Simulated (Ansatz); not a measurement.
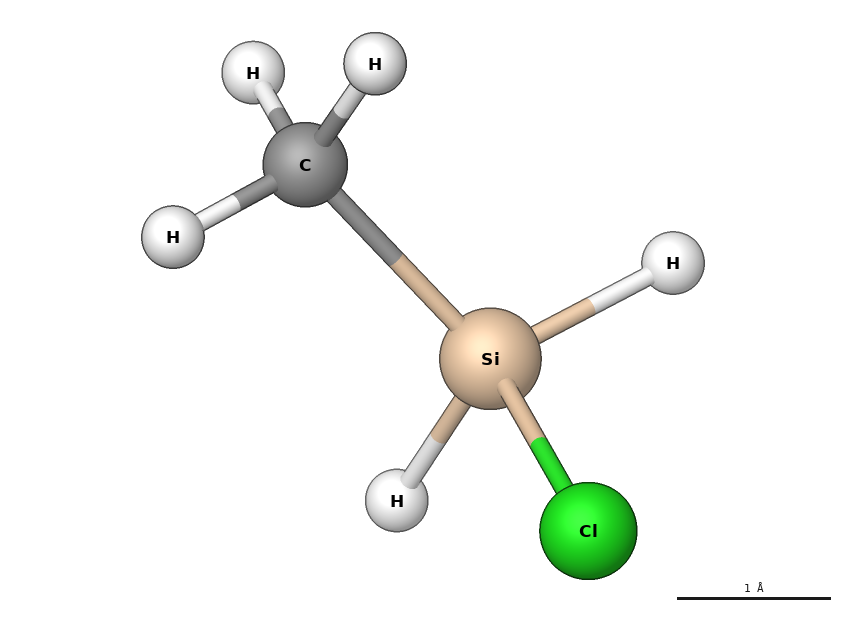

Rendered structure (ball-and-stick style). Every bond is drawn as one stick, whatever its order.

What does the picture show?

The molecule is CH₅ClSi. The point group is Cs. Coordination: 1 Si tetrahedral; 1 C tetrahedral.

More results for the same structure follow; atom numbers are the same in all pictures, views and colours differ. The geometry was computed by an optimisation with PBE0-D4/def2-TZVP.

Vibrations

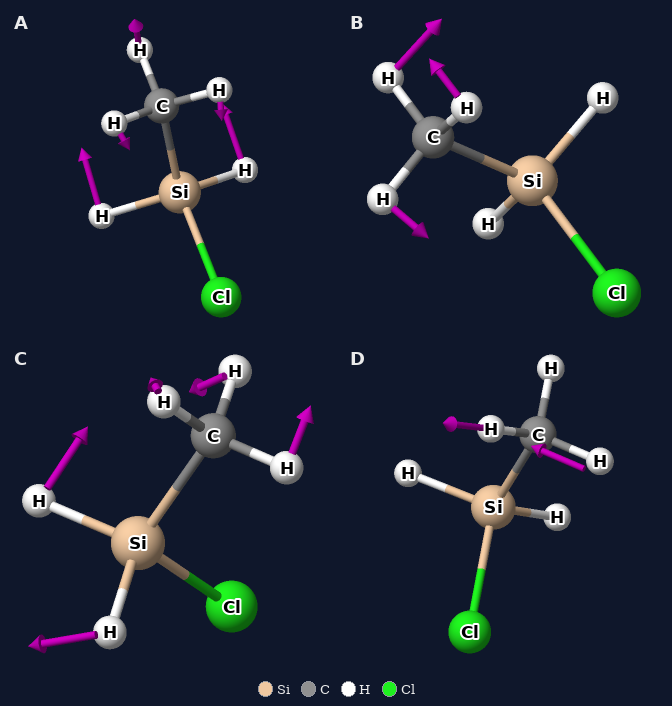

4 normal modes of one molecule or complex, as arrows. Harmonic vibrations computed with RKS PBE0-D4/def2-TZVP (Ansatz 0.2.0) at a stationary point of the same level.

Question: Match the panels to the wavenumbers 491 cm⁻¹, 910 cm⁻¹, 1442 cm⁻¹, 3149 cm⁻¹.

Answer: A: 910 cm⁻¹, angle bending
B: 1442 cm⁻¹, H–C–H bending
C: 491 cm⁻¹, angle bending
D: 3149 cm⁻¹, out-of-phase stretching of 2 C–H bonds

Dipole moment

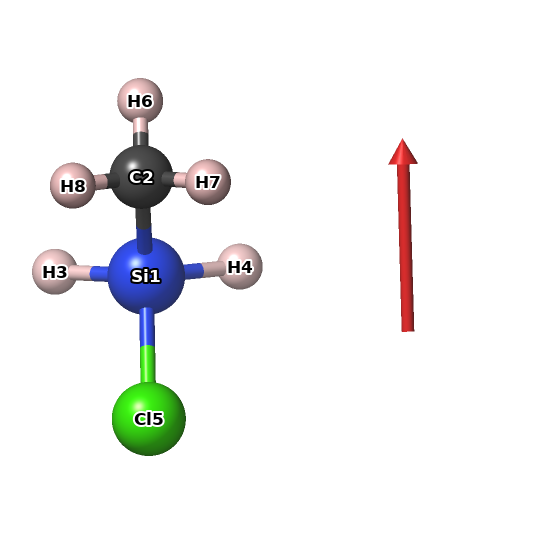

The arrow beside the molecule shows the direction of the dipole moment, from the negative to the positive end (its length means nothing). Properties computed with RKS PBE0-D4/def2-TZVP (Ansatz 0.2.0).

Question: Estimate the dipole moment.

Answer: 1.87 D; it points from the side of Cl5 to the side of H6 (the outermost atoms at the two ends).

Electronic properties

Level of theory: RKS PBE0-D4/def2-TZVPP (Ansatz 0.2.0).

Predict the main results.

- HOMO energy (Kohn–Sham orbital): −8.75 eV
- LUMO energy (Kohn–Sham orbital): 0.46 eV
- HOMO–LUMO gap: 9.21 eV
- dispersion correction: −11.9 kJ/mol
